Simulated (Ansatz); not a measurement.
The calculation's input:

```
crystal:
  lattice:
    - [2.9522408146, 0.0, 0.0]
    - [0.0, 2.9522408146, 0.0]
    - [0.0, 0.0, 14.7352036679]
  atoms:
    - { symbol: Al, position: [0.0, 0.0, 0.0] }
    - { symbol: Al, position: [0.0, 0.0, 0.1917295554] }
    - { symbol: Al, position: [0.0, 0.0, 0.3967323192] }
    - { symbol: Al, position: [0.0, 0.0, 0.6032676808] }
    - { symbol: Al, position: [0.0, 0.0, 0.8082704446] }
    - { symbol: Co, position: [0.5, 0.5, 0.093766865] }
    - { symbol: Co, position: [0.5, 0.5, 0.906233135] }
    - { symbol: Ru, position: [0.5, 0.5, 0.29220722] }
    - { symbol: Ru, position: [0.5, 0.5, 0.5] }
    - { symbol: Ru, position: [0.5, 0.5, 0.70779278] }
basis:
  ecutwfc: 500
kpoints:
  mp_grid: { grid: [12, 12, 4] }
  band_path:
    path:
      - [[0.0, 0.0, 0.0], [0.0, 0.5, 0.0], [0.5, 0.5, 0.0], [0.0, 0.0, 0.0], [0.0, 0.0, 0.5], [0.0, 0.5, 0.5], [0.5, 0.5, 0.5], [0.0, 0.0, 0.5]]
      - [[0.0, 0.5, 0.0], [0.0, 0.5, 0.5]]
      - [[0.5, 0.5, 0.0], [0.5, 0.5, 0.5]]
    npoints: 14
hamiltonian:
  xc: r2scan
scf:
  occupations: { method: gaussian, width: 0.1 }
  n_extra_bands: 25
output:
  forces: true
  stress: true
  eigenvalues: true
  populations: true
  dos: { projected: true, de: 0.02, nscf_kmesh: { grid: [15, 15, 5] } }
  bader: true
  write_density: true
  write_potential: true
  elf: true
  volumetric_format: npy
```

Launched as:

```sh
ansatz run input.yaml --threads 4 --pin off --max-ram 8192MiB --backend cpu --events-out ev --progress --plain --runs-dir out
```

Below, planes, directions and counts refer to the conventional cell (a = 2.95 Å, b = 2.95 Å, c = 14.74 Å, α = 90.00°, β = 90.00°, γ = 90.00°).

Space group P4/mmm; a structure generated by program, which may or may not match a known phase; computed pressure about −5 GPa in this cell; computed without spin polarisation.

Theory: DFT r2SCAN, scalar-relativistic, plane waves, PAW (Ansatz 0.2.0).

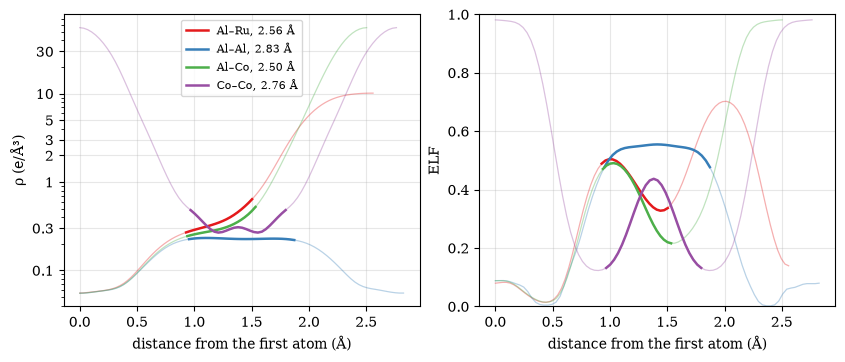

Al₅Co₂Ru₃. Valence charge density (pseudo) and ELF along straight lines between neighbouring atoms. Thin, pale parts lie inside the atomic spheres.

In a PAW calculation such maps are meaningful between the atoms, not at the nuclei.

Question: What can be read from the curves?

Answer: Al–Ru (2.56 Å): the density is about 0.38 e/Å³ at the midpoint; the ELF is about 0.40 at the midpoint.
Al–Al (2.83 Å): ρ is about 0.23 e/Å³ halfway; the ELF reaches about 0.55 near the midpoint.
Al–Co (2.50 Å): ρ at the midpoint is about 0.3 e/Å³; the ELF is about 0.40 at the midpoint.
Co–Co (2.76 Å): ρ at the midpoint is about 0.31 e/Å³; the ELF is about 0.45 at the midpoint.
